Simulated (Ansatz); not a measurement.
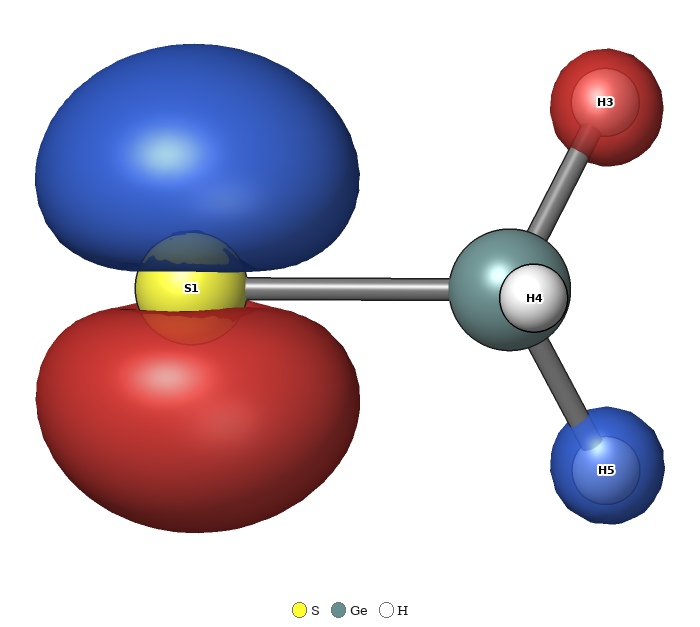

Figure. GeH3S (SMILES [S][GeH3]) (doublet). One frontier orbital at ±0.15 Å⁻³ᐟ² (blue and red are the two phases), seen across its widest extent.

All numbers below come from UKS PBE/def2-SVP (Ansatz).

```xyz
5

S     1.4260   -0.3251    1.4889
Ge   -0.1099   -0.0008   -0.0842
H    -1.0319    1.2023    0.2497
H     0.7226    0.3263   -1.3581
H    -0.9571   -1.2765   -0.3377
```

Which orbital is it: HOMO (β) or LUMO (β)?

Answer. The HOMO (β), at −5.74 eV. It lies mainly on S1 (about 85 %) and Ge2 (about 10 %); largely a lone pair of S1.
